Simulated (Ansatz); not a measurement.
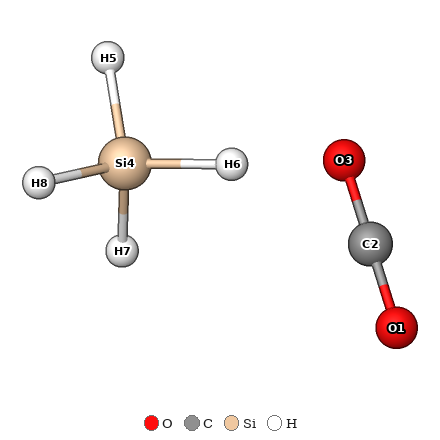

The system is the pair CO₂···H₄Si; the picture shows the reference structure. 
- First axis: separation of Si4 and C2 along their line in the relaxed pair. Second axis: sideways slip of O1, C2, O3.
- Nothing is relaxed (both partners rigid).
- The grid has 13 × 13 points.
- Points are written as (first, second).
- All energies are given in kJ/mol relative to the two partners far apart, frozen as in the relaxed pair, each in its own basis (no counterpoise correction).
- Theory: RKS PBE0-D4/def2-SVPD (Ansatz).

Its coordinates:

```yaml
atoms:
  - { symbol: O, position_ang: [0.4592, -1.0368, -2.6573] }
  - { symbol: C, position_ang: [-0.1569, -0.1214, -2.3024] }
  - { symbol: O, position_ang: [-0.7736, 0.7949, -1.9472] }
  - { symbol: Si, position_ang: [0.0920, 0.0761, 1.3838] }
  - { symbol: H, position_ang: [-0.7592, 1.2827, 1.5827] }
  - { symbol: H, position_ang: [1.2582, 0.4219, 0.5185] }
  - { symbol: H, position_ang: [-0.7063, -0.9975, 0.7215] }
  - { symbol: H, position_ang: [0.5865, -0.4200, 2.7003] }
```

Range: separation of Si4 and C2 along their line in the relaxed pair from 3.108 to 4.508 Å; sideways slip of O1, C2, O3 from −3.0 to 3.0 Å.

What landscape does the calculation give?

Answer. The lowest grid point is at (3.766 Å, 0.0 Å), −5.3 kJ/mol from the two partners far apart, frozen as in the relaxed pair, each in its own basis (no counterpoise correction). The energy also falls towards the edge at (3.108 Å, −2.5 Å) (1.1 kJ/mol above the lowest), where a further well may lie outside the range. The highest grid point, (3.108 Å, 1.5 Å), lies 29.2 kJ/mol above the lowest. Round the minimum the valley is somewhat tilted: raising the first coordinate shifts the best value of sideways slip of O1, C2, O3 upwards (coupling k₁₂/√(k₁₁k₂₂) about −0.4).

| second ↓, first → | 3.108 | 3.151 | 3.222 | 3.309 | 3.409 | 3.519 | 3.638 | 3.766 | 3.902 | 4.044 | 4.193 | 4.347 | 4.508 |
| --- | --- | --- | --- | --- | --- | --- | --- | --- | --- | --- | --- | --- | --- |
| 3.0 | 0.1 | −0.3 | −1.0 | −1.5 | −2.0 | −2.3 | −2.4 | −2.4 | −2.2 | −2.0 | −1.8 | −1.5 | −1.2 |
| 2.5 | 7.0 | 5.5 | 3.5 | 1.6 | 0.0 | −1.2 | −2.0 | −2.4 | −2.6 | −2.5 | −2.3 | −2.0 | −1.7 |
| 2.0 | 17.2 | 14.2 | 10.1 | 6.3 | 3.0 | 0.6 | −1.1 | −2.1 | −2.7 | −2.8 | −2.7 | −2.5 | −2.1 |
| 1.5 | 23.9 | 19.8 | 14.2 | 8.9 | 4.5 | 1.3 | −1.0 | −2.4 | −3.1 | −3.3 | −3.2 | −2.9 | −2.5 |
| 1.0 | 20.6 | 16.8 | 11.5 | 6.5 | 2.5 | −0.4 | −2.3 | −3.4 | −3.9 | −4.0 | −3.7 | −3.3 | −2.9 |
| 0.5 | 10.6 | 8.0 | 4.4 | 1.1 | −1.5 | −3.2 | −4.3 | −4.8 | −4.8 | −4.5 | −4.1 | −3.5 | −3.0 |
| 0.0 | 3.1 | 1.5 | −0.7 | −2.6 | −4.0 | −4.9 | −5.3 | −5.3 | −5.0 | −4.5 | −4.0 | −3.4 | −2.8 |
| −0.5 | 1.1 | −0.1 | −1.7 | −3.1 | −4.1 | −4.6 | −4.8 | −4.7 | −4.3 | −3.9 | −3.4 | −2.9 | −2.4 |
| −1.0 | 0.4 | −0.5 | −1.6 | −2.6 | −3.3 | −3.7 | −3.8 | −3.7 | −3.4 | −3.1 | −2.7 | −2.3 | −1.9 |
| −1.5 | −1.5 | −1.9 | −2.4 | −2.9 | −3.1 | −3.2 | −3.1 | −2.9 | −2.7 | −2.4 | −2.0 | −1.7 | −1.4 |
| −2.0 | −3.4 | −3.5 | −3.5 | −3.4 | −3.3 | −3.1 | −2.8 | −2.5 | −2.2 | −1.9 | −1.6 | −1.3 | −1.1 |
| −2.5 | −4.1 | −4.0 | −3.8 | −3.5 | −3.2 | −2.8 | −2.5 | −2.1 | −1.8 | −1.5 | −1.2 | −1.0 | −0.8 |
| −3.0 | −3.6 | −3.5 | −3.2 | −2.9 | −2.6 | −2.3 | −2.0 | −1.7 | −1.4 | −1.2 | −0.9 | −0.7 | −0.6 |

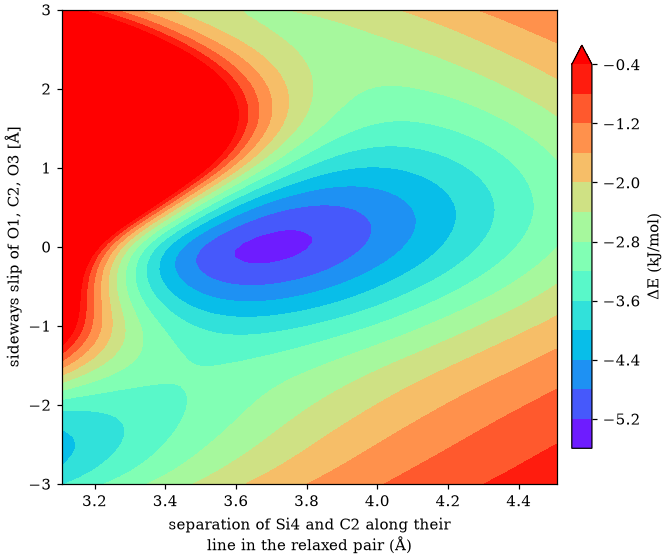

Drawn: filled contours, one colour for all values above the top of the scale. Between grid points the surface is interpolated.

Each point was launched as `ansatz run input.yaml --threads 1 --pin off --max-ram 2560MiB --backend cpu --events-out ev --progress --plain --runs-dir out`. The whole map (169 points run) took 11 min on 1 thread of Intel(R) Xeon(R) Platinum 8375C CPU @ 2.90GHz (Ice Lake), on a shared host.
